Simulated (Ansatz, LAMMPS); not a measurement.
# Liquid (Cs,Rb)Br at 1020 K (90 atoms): a single point, part 2 of 2

Wanted: forces, charges and levels of liquid (Cs,Rb)Br at 1020 K (90 atoms).

Ansatz 0.2.0; Kohn-Sham DFT, PBE, PAW (set soft_2), plane waves.

The cell: 19 Cs, 26 Rb and 45 Br. The network of bonds at the start is that of the classical potential that made the cell. The ion parameters were fitted for water, not for melts. The Brillouin zone is sampled at Γ only, in a cell whose shortest periodic width is 17 Å. No spin–orbit coupling is included.

So far. Step 3 (Plane-wave single point): About 41 of the 720 electrons lie in deeper levels, below the stored range.

## (3) Plane-wave single point (continued)

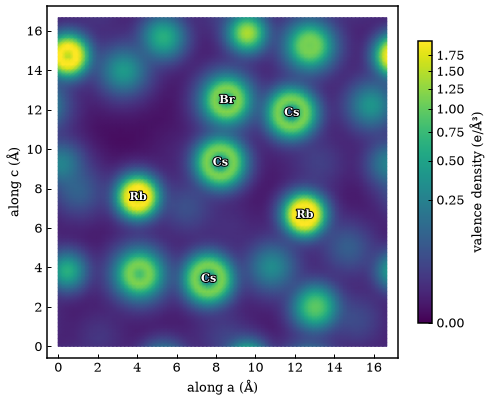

Valence density in the ac plane at fractional y = 0.160, with atoms of Cs and Rb and Br within 0.2 Å of it. It is the smooth field of the valence electrons, not physical close to the nuclei. The map starts off the cell's origin, so that atoms lie inside it. The colour scale is stretched toward low values.

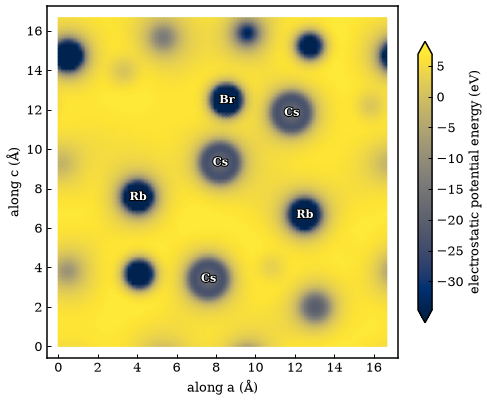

Electrostatic potential energy in the ac plane at fractional y = 0.160, with atoms of Cs and Rb and Br within 0.2 Å of it. With pseudopotentials it is smooth inside the atoms' cores, unlike the true potential. The map starts off the cell's origin, so that atoms lie inside it.

Mean Löwdin charges: Br -0.70, Cs +0.79, Rb +0.76 e (they miss 0.44 % of the electrons, so they add up to more than the cell's charge). The largest share in the top eV of filled states is Br p (98 % of the projected weight), and in the lowest eV of empty states Rb s (48 % of the projected weight).

## (4) Local order

These statistics describe the geometry on which the runs were made.

Density 3.00 g/cm³, 51.38 Å³ an atom.

g(r), total and by pair (bins of 0.2 Å):

```
r (Å)  total  Br-Br  Br-Rb  Br-Cs  Rb-Rb  Rb-Cs  Cs-Cs
 3.00   0.34   0.00   0.84   0.46   0.00   0.00   0.00
 3.20   1.62   0.00   2.88   3.75   0.00   0.00   0.00
 3.40   2.63   0.00   6.00   4.25   0.00   0.00   0.00
 3.60   1.66   0.13   2.80   3.67   0.44   0.00   0.00
 3.80   1.05   0.24   2.09   1.36   0.00   0.76   0.00
 4.00   0.76   0.45   0.78   1.21   0.66   0.91   0.00
 4.20   0.77   0.61   0.63   1.24   0.61   0.85   0.56
 4.40   0.96   1.21   0.81   0.23   0.28   2.31   1.55
 4.60   1.14   2.06   0.23   0.62   2.33   1.56   0.95
 4.80   1.13   1.98   0.61   0.37   1.18   2.11   0.43
 5.00   1.12   1.82   0.44   0.26   1.31   1.94   3.27
 5.20   1.11   1.96   0.35   0.24   1.23   1.92   3.05
 5.40   0.86   1.06   0.33   0.59   3.00   0.88   0.35
 5.60   0.97   1.39   0.81   0.47   1.37   1.07   0.98
 5.80   0.92   1.51   0.42   0.76   1.28   0.89   0.91
 6.00   0.82   1.16   0.52   0.66   0.76   1.23   0.57
 6.20   0.85   0.71   0.81   1.11   0.85   0.87   0.55
 6.40   1.00   0.71   0.89   0.84   1.46   1.73   1.24
 6.60   0.95   1.25   0.97   0.69   0.50   0.85   1.39
 6.80   1.05   1.05   1.32   0.79   1.05   0.81   1.11
 7.00   1.10   0.89   1.22   1.67   0.45   0.76   1.04
 7.20   0.96   0.53   0.97   1.54   0.42   1.36   0.59
 7.40   0.98   0.47   1.15   1.73   0.89   0.75   0.00
 7.60   1.13   0.95   1.56   1.37   0.47   0.71   0.53
 7.80   1.01   0.63   1.47   1.27   0.89   0.55   0.50
```

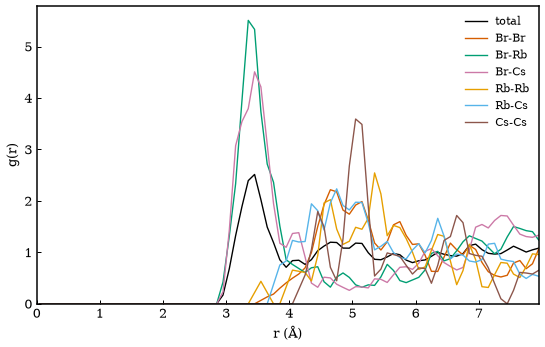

Pair distribution functions, lightly smoothed.

Bonds by pair of elements; cutoffs follow the first minimum of g(r), held within bounds set by covalent radii, and pairs that aren't listed don't count as bonded:

```
pair A-B  cutoff (Å)  bonds  mean length (Å)  spread (Å)  shortest (Å)  B about A  A about B
   Br-Rb        3.98    114             3.47       0.221          3.02       2.53       4.38
   Br-Cs        4.26     91             3.57       0.306          3.00       2.02       4.79
```

The cutoffs for Br-Rb and Br-Cs fall short of the minimum of g(r), so counts run low and odd coordinations can be artefacts.

How many atoms have how many bonded neighbours:

```
element  mean  3   4   5  6
     Br  4.56  3  18  20  4
     Cs  4.79  1   4  12  2
     Rb  4.38  3  11  11  1
```

Bond angles (no mean is given where the spread exceeds 20°):

```
   angle  count  mean (°)  spread (°)
Br-Rb-Br    200         -           -
Cs-Br-Rb    199         -           -
Br-Cs-Br    177         -           -
Rb-Br-Rb    109         -           -
Cs-Br-Cs     69         -           -
```

Bond length by coordination (bonds to H left out):

```
element  coordination  atoms  mean bond length (Å)
     Br             3      3                  3.52
     Br             4     18                  3.44
     Br             5     20                  3.52
     Br             6      4                  3.70
     Cs             3      1                  3.26
     Cs             4      4                  3.48
     Cs             5     12                  3.59
     Cs             6      2                  3.64
     Rb             3      3                  3.35
     Rb             4     11                  3.45
     Rb             5     11                  3.50
     Rb             6      1                  3.52
```

First main peaks of g(r), for some of the pairs, lie near 3.4 Å (Br-Rb) and 3.4 Å (Br-Cs).

A closer look about Cs17, which bears the longest force: 10 atoms, nearest first, numbered in the order of the input, with positions taken from that point.

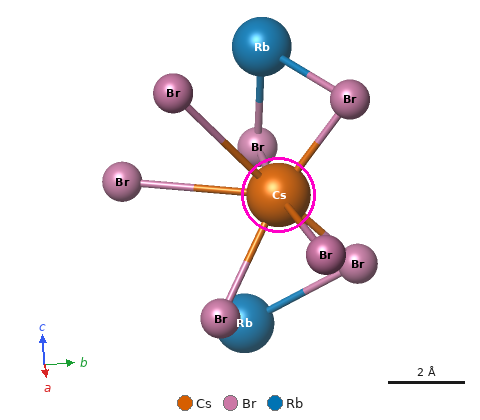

The atoms of the table, within 4.5 Å (arrows a, b, c point along x, y, z); some may hide others; the central atom is ringed.

```
atom      x      y      z  distance (Å)  bonds  Löwdin charge (e)     Fx     Fy  Fz (eV/Å)
Cs17   0.00   0.00   0.00          0.00      4               0.78   0.30  -1.28       0.64
Br60  -0.30   2.04  -2.18          3.00      5              -0.70  -0.28   0.99      -0.97
Br51  -0.02   2.00   2.58          3.26      5              -0.70  -0.09   0.32       0.07
Br54   1.62  -1.74  -2.80          3.67      5              -0.70   0.11  -0.33      -0.12
Br63  -3.69  -0.34   0.02          3.70      5              -0.69   0.19  -0.19       0.33
Rb44  -2.55  -0.17   3.27          4.15      4               0.75   0.11  -0.05       0.33
Br66  -1.36  -4.07   0.11          4.29      4              -0.71  -0.09   0.29       0.06
Br50   4.26   1.00  -0.19          4.38      4              -0.70   0.00   0.09      -0.57
Rb35  -1.33  -0.98  -4.07          4.39      4               0.78  -0.13   0.22      -0.07
Br76   1.09  -2.74   3.44          4.53      4              -0.71   0.00   0.30      -0.24
```

The column of bonds counts only the pairs Br-Rb within 3.98 Å, Br-Cs within 4.26 Å; other neighbours, such as metal atoms beside each other in a compound, aren't counted, and periodic images can show an atom twice.

## (5) What came out

```
free energy per atom                             : -3534.2640 eV/atom
pressure                                         : 0.7493 GPa
r.m.s. force component                           : 0.3279 eV/Å
gap (highest filled to lowest empty level) : 2.607 eV
wall time of the 1 DFT run                       : 30 s
```

In words: The highest filled and lowest empty levels differ by 2.61 eV (at Γ alone); a semilocal functional tends to put such gaps too low. In a disordered cell it changes from sample to sample and from frame to frame.

Caveats: The force components of 0.33 eV/Å r.m.s. come partly from thermal motion and partly from the difference between the classical potential and DFT. The pressure of a single frame lacks the kinetic term.

[Logs are printed without paths, hosts, clocks, repeated set-up lines and the standing remarks that a program may print on its own settings, such as how far it seeks lower states.]

[Hosts, paths, dates, database ids (printed as entryN), source tags and the programs' standing remarks are cut or masked in the printed files.]
